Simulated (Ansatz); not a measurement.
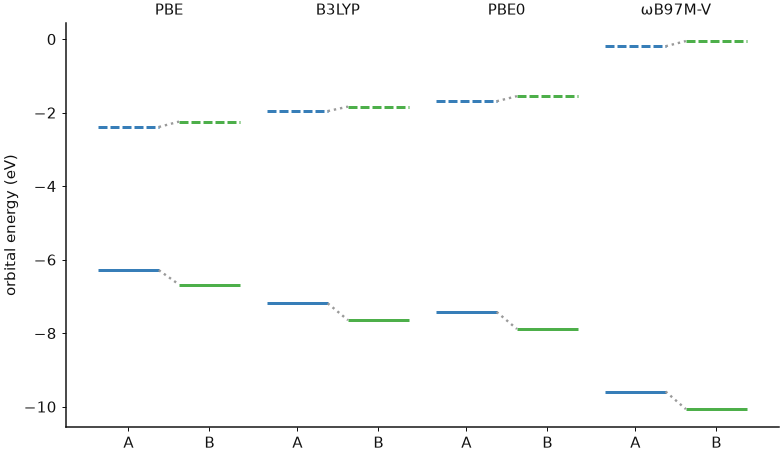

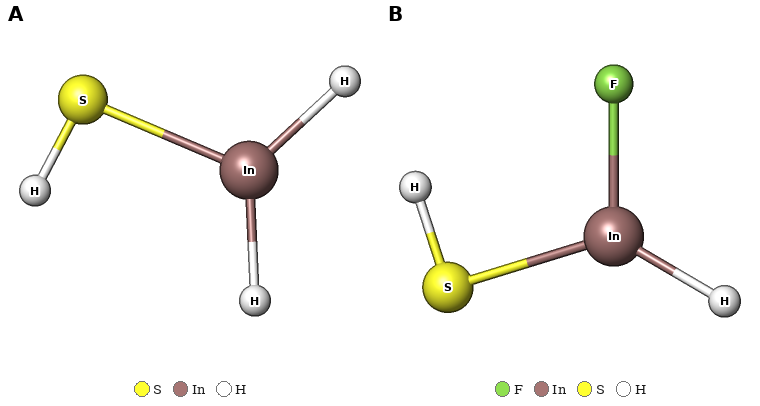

One change: A, InH₃S (SMILES [SH][InH2]), becomes B, InH₂SF (SMILES [F][InH][SH]). H on In is replaced by F. HOMO (solid) and LUMO (dashed) computed in def2-TZVPP at PBE0-D4/def2-TZVP geometries, both minima by their frequencies, gas phase, the Ansatz code 0.2.0.

**What does the change do to HOMO and LUMO?**

PBE: the HOMO falls by 0.39 eV, the LUMO rises by 0.15 eV, and the separation goes from 3.89 to 4.43 eV. B3LYP: the HOMO falls by 0.46 eV, the LUMO rises by 0.12 eV, and the separation goes from 5.23 to 5.81 eV. PBE0: the HOMO falls by 0.46 eV, the LUMO rises by 0.14 eV, and the separation goes from 5.73 to 6.33 eV. ωB97M-V: the HOMO falls by 0.48 eV, the LUMO rises by 0.14 eV, and the separation goes from 9.39 to 10.01 eV.

**Do the functionals agree on the effect?**

They agree on the direction for both levels; the HOMO shift lies between −0.48 and −0.39 eV and the LUMO shift between 0.12 and 0.15 eV, while the separations themselves differ by up to 5.6 eV between functionals.

Note: core potentials past krypton; spin-orbit coupling is left out, and with In it can shift these values.
